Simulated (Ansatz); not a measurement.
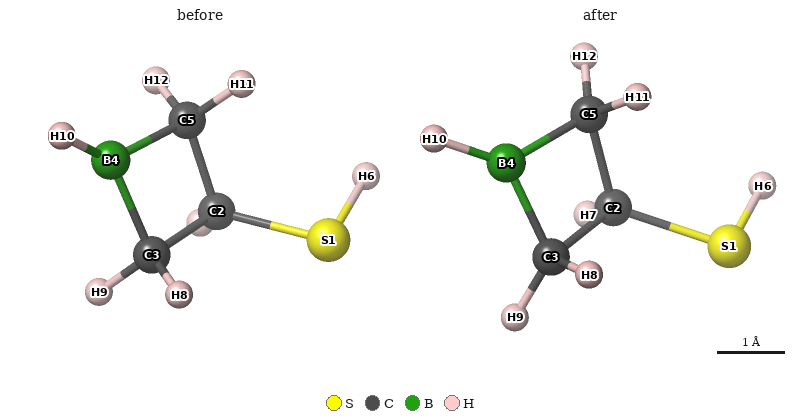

The structure of C3H7BS (coarse preliminary run) before (left) and after (right) a relaxation, at one scale.

The picture is a ball-and-stick view, seen from a free direction.

The start comes from a force field.

Computed with RKS PBE-D4/def2-SVP (Ansatz).

Input file:
```yaml
crystal:
  periodic: [false, false, false]
  atoms:
    - {symbol: S, position_ang: [-1.687700, 0.029100, 1.402000]}
    - {symbol: C, position_ang: [-0.032100, 0.022600, 0.743800]}
    - {symbol: C, position_ang: [0.212300, -1.199600, -0.099600]}
    - {symbol: B, position_ang: [0.559400, -0.327300, -1.427100]}
    - {symbol: C, position_ang: [0.170700, 0.903800, -0.475900]}
    - {symbol: H, position_ang: [-1.571400, 1.388700, 1.906300]}
    - {symbol: H, position_ang: [0.763900, 0.192800, 1.538900]}
    - {symbol: H, position_ang: [-0.587700, -1.865700, -0.198500]}
    - {symbol: H, position_ang: [1.173700, -1.713600, 0.271700]}
    - {symbol: H, position_ang: [0.764400, -0.526300, -2.532100]}
    - {symbol: H, position_ang: [-0.757400, 1.452500, -0.758600]}
    - {symbol: H, position_ang: [1.068900, 1.588000, -0.337000]}
basis:
  gaussian: {orbitals: def2-SVP}
hamiltonian: {xc: pbe, dispersion: d4}
relax: {f_tol: 0.03, max_steps: 200}
```

Run as
```bash
ansatz run in.yaml --threads 4 --pin off --events-out ev --progress --plain --max-ram 10444MiB
```

What changed between the two?

Answer. After 12 accepted moves (14 points after the start) the energy has fallen by 0.801 eV. The largest force component goes from 3.9 to 0.014 eV/Å. The line search rejected the trial steps at points 5, 11 of the run. The atom that moves furthest after the best rigid fit is H10 (0.71 Å). By element the largest moves are H 0.71 Å, S 0.38 Å, B 0.21 Å, C 0.14 Å. Among the contacts that change: S1–H6 1.455 → 1.364 Å, B4–H10 1.141 → 1.216 Å, C3–H8 1.046 → 1.116 Å, S1–C2 1.782 → 1.838 Å. Bond angles that change, for instance: B4–C3–H9 108.9° → 124.5°, B4–C5–H12 110.0° → 124.0°, C2–C3–H9 108.5° → 119.7°. Groups turn about C3–B4 by about 30°, B4–C5 by about 25°, C2–C3 by about 25°.
